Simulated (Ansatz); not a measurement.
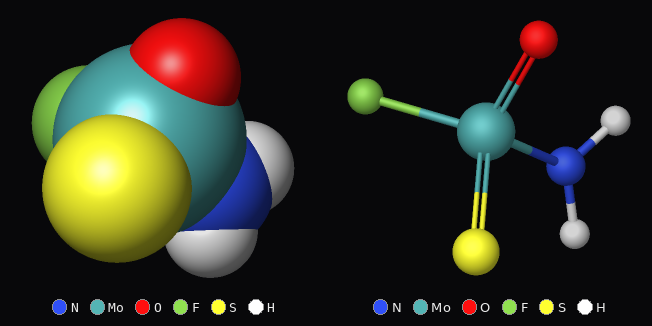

Two views of one molecule.

The species is neutral and a spin singlet. The computed structure is the end point of a PBE0-D4/def2-TZVP optimisation.

**Count the atoms of each element.**

FH₂MoNOS, 7 atoms: 1 fluorine, 2 hydrogen, 1 molybdenum, 1 nitrogen, 1 oxygen and 1 sulfur.

**How many sets of symmetry-equivalent atoms are there?**

7: 1 N, 1 Mo, 1 O, 1 F, 1 S, 1 H, 1 H.

More results for the same structure follow; atom numbers are the same in all pictures, views and colours differ.

### Vibrations

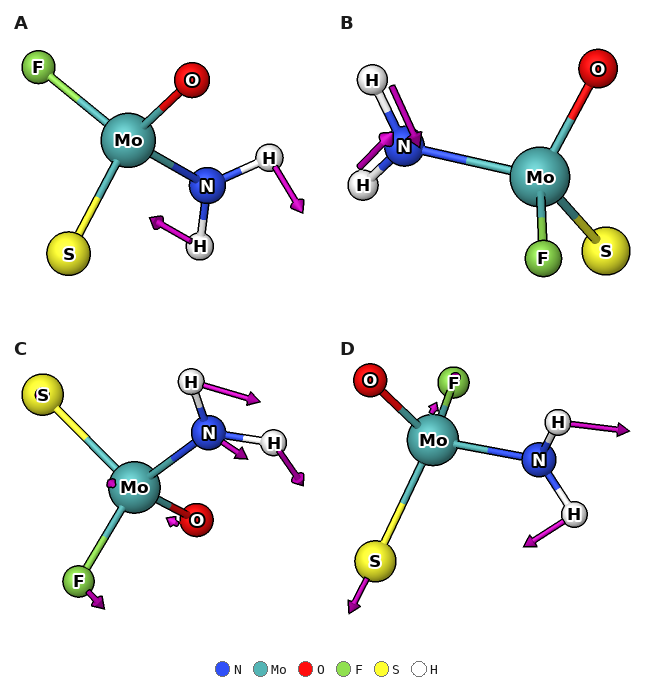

4 normal modes of one molecule or complex, as arrows. Harmonic vibrations computed with RKS PBE0-D4/def2-TZVP, core potentials on Mo (Ansatz 0.2.0) at a stationary point of the same level.

**Match the panels to the wavenumbers 212 cm⁻¹, 388 cm⁻¹, 584 cm⁻¹, 3568 cm⁻¹.**

A: 388 cm⁻¹, a torsion or out-of-plane motion in which bond lengths and bond angles hardly change
B: 3568 cm⁻¹, in-phase stretching of 2 N–H bonds
C: 212 cm⁻¹, angle bending
D: 584 cm⁻¹

### Charges

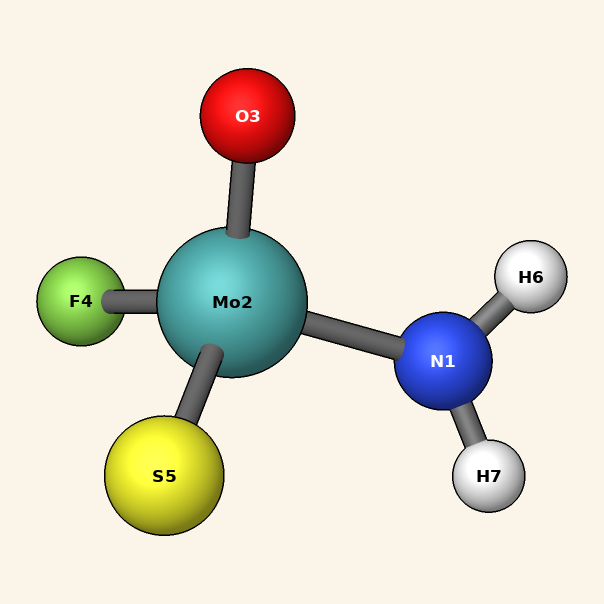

The questions are on Mulliken charges. Method: RKS PBE-D4/def2-TZVPP, core potentials on Mo (Ansatz 0.2.0).

List the Mulliken charges.

```csv
atom,value (e)
N1,−0.48
Mo2,1.23
O3,−0.44
F4,−0.35
S5,−0.36
H6,0.20
H7,0.20
```

### Dipole moment

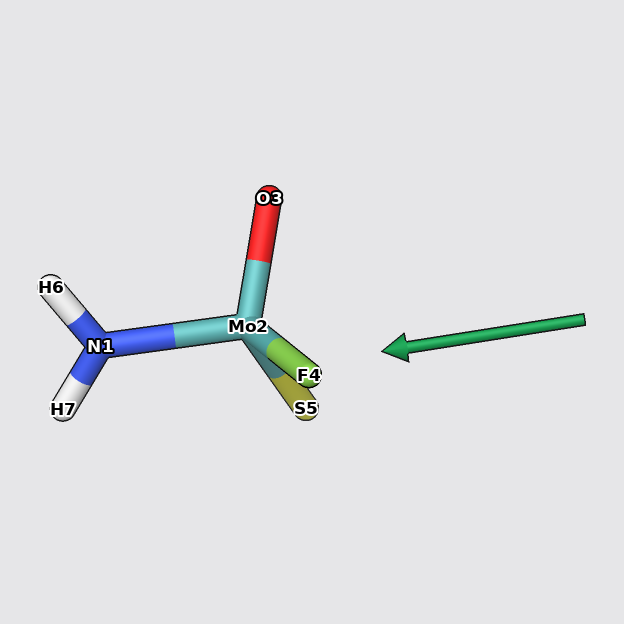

The arrow beside the molecule shows the direction of the dipole moment, from the negative to the positive end (its length means nothing). Method: RKS PBE0-D4/def2-TZVP, core potentials on Mo (Ansatz 0.2.0).

**How large is the dipole moment?**

3.71 D; it points from the side of O3, F4, S5 to the side of H6, H7 (the outermost atoms at the two ends).

Mulliken values depend strongly on the basis set and can even reverse the polarity of a bond.
